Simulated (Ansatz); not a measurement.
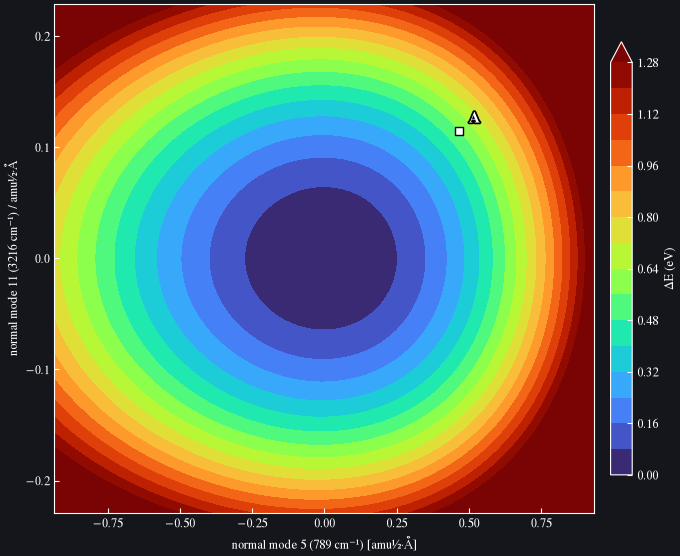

C2H3Si, SMILES C1=C[SiH]1, spin multiplicity 2. 
- Coordinates scanned: (1) normal mode 5 (789 cm⁻¹); (2) normal mode 11 (3216 cm⁻¹).
- Nothing is relaxed (straight displacements along the two mass-weighted modes).
- Grid: 9 × 9 points; 45 points were computed and 36 follow by symmetry.
- Points are written as (first, second).
- Energies are in eV, from the relaxed molecule at the same level.
- Method: Ansatz, UHF-MP2, frozen core/def2-TZVP.

In the figure: filled contours, one colour for all values above the top of the scale, the point A. Between grid points the surface is interpolated.

> Which way does the force act at A, and how strong is it?

A, at (0.467 amu½·Å, 0.115 amu½·Å), is not a stationary point. The computed force is 1.4 eV for each amu½·Å towards smaller values of normal mode 5 (789 cm⁻¹) and 4.6 eV for each amu½·Å towards smaller values of normal mode 11 (3216 cm⁻¹).
